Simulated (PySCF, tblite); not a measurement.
**C₈H₁₅BO: geometry, infrared bands and NMR shifts**

What infrared bands and NMR shifts should C₈H₁₅BO (`B[C@@H](C)CO/C=C/C1CC1`) show?

Programs: tblite 0.8.0 and PySCF 2.14.0, with density-fitted response routines of our own. Each step states its level of theory. These are calculated values for one molecule in the gas phase, unless marked as measured. Atoms count from 0, in the outputs and in this text.

## (1) Starting geometry

25 atoms, charge 0, multiplicity 1; geometry from: force field or distance geometry start.

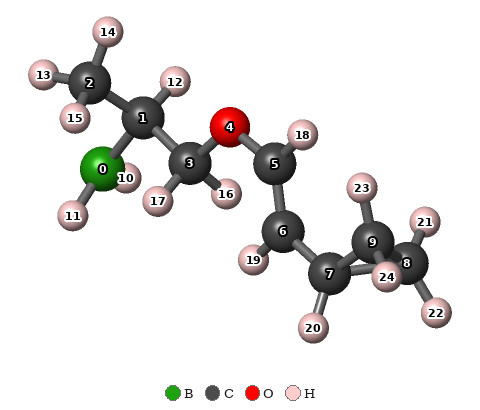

The starting geometry (boron green, carbon dark grey, oxygen red, hydrogen pink), atoms numbered.

## (2) Optimising the geometry with GFN2-xTB

Job settings and geometry (Å):

```
{"job": {"kind": "relax", "xc": "GFN2-xTB", "basis": "xTB"}, "charge": 0, "multiplicity": 1}
B     -3.337100    -0.953700     1.449200
C     -2.769200    -0.550200     0.013700
C     -3.479100     0.706200    -0.385600
C     -1.283600    -0.302500     0.213400
O     -0.619900     0.049100    -0.940900
C      0.745100     0.297400    -0.871200
C      1.441200     0.140400     0.243100
C      2.890000     0.387500     0.392600
C      3.824400    -0.590400    -0.323200
C      3.726400     0.852900    -0.754100
H     -3.408500    -2.105100     1.698300
H     -3.108800    -0.206500     2.344900
H     -2.888300    -1.356600    -0.707000
H     -4.534900     0.598700     0.003000
H     -3.541500     0.772100    -1.477200
H     -2.986500     1.571100     0.113200
H     -0.777600    -1.229400     0.625300
H     -1.173100     0.461800     0.980700
H      1.226500     0.636000    -1.771600
H      0.917100    -0.204300     1.155500
H      3.233200     0.716500     1.398100
H      3.392800    -1.360300    -0.991300
H      4.684000    -0.907700     0.303000
H      3.175300     1.150900    -1.654600
H      4.641300     1.450000    -0.490500
```

On the command line:

```console
$ OMP_NUM_THREADS=1 python probes_run.py task.json out
```

The driver reads the jobs from task.json and runs them one after another.

**Question.** This job is followed by: GFN2-xTB harmonic vibrations, gas phase; GIAO PBE0/pcSseg-1 NMR shielding, non-relativistic, gas phase. What will the session give for the following? strongest single infrared mode (GFN2-xTB); zero-point energy (GFN2-xTB); 13C shifts against TMS (PBE0/pcSseg-1); 1H shifts against TMS (PBE0/pcSseg-1, means over atoms taken as alike); 11B shifts against BF3·OEt2 (PBE0/pcSseg-1); 17O shifts against H2O (PBE0/pcSseg-1); surface potential, least and greatest.

**Answer**, as computed:

| quantity | value |
| --- | --- |
| strongest single infrared mode (GFN2-xTB) | 1189 cm⁻¹, 243 km/mol |
| zero-point energy (GFN2-xTB) | 132.0 kcal/mol |
| 13C shifts against TMS (PBE0/pcSseg-1) | 151.0, 107.8, 74.5, 45.2, 16.6, 15.6, 15.1, 9.6 ppm |
| 1H shifts against TMS (PBE0/pcSseg-1, means over atoms taken as alike) | 7.93, 6.27, 5.31, 4.30, 3.50, 1.47, 1.44, 0.99, 0.86, 0.84, 0.29, 0.27 ppm |
| 11B shifts against BF3·OEt2 (PBE0/pcSseg-1) | 91.1 ppm |
| 17O shifts against H2O (PBE0/pcSseg-1) | 131.8 ppm |
| surface potential, least and greatest | -1.03 V and 1.48 V |

What this shows: Relaxing lowered the energy by 0.864 eV in 164 steps; the close pair that moved most is C9–H24, from 1.124 to 1.080 Å. No mode is imaginary among the 69: a minimum at this level. The strongest single mode, at 1189 cm⁻¹, is spread over many atoms; the largest shares are those of O4, C5. GFN2-xTB is a fitted tight-binding method: band positions and strengths are rough. Its intensities can rank the bands wrongly. C5 (alkene carbon bearing oxygen) lies farthest downfield among carbon, at 151.0 ppm; an sp2 carbon further deshielded by the attached heteroatom. At PBE0/pcSseg-1: The widest tensor belongs to B0: span 190 ppm, with a paramagnetic part of -182 ppm. At PBE0/pcSseg-1, counted by nearest atom on the grid, the HOMO lies on C6 28 %; C5 20 %, the LUMO on B0 51 %; H10, H11 about 15 % each.
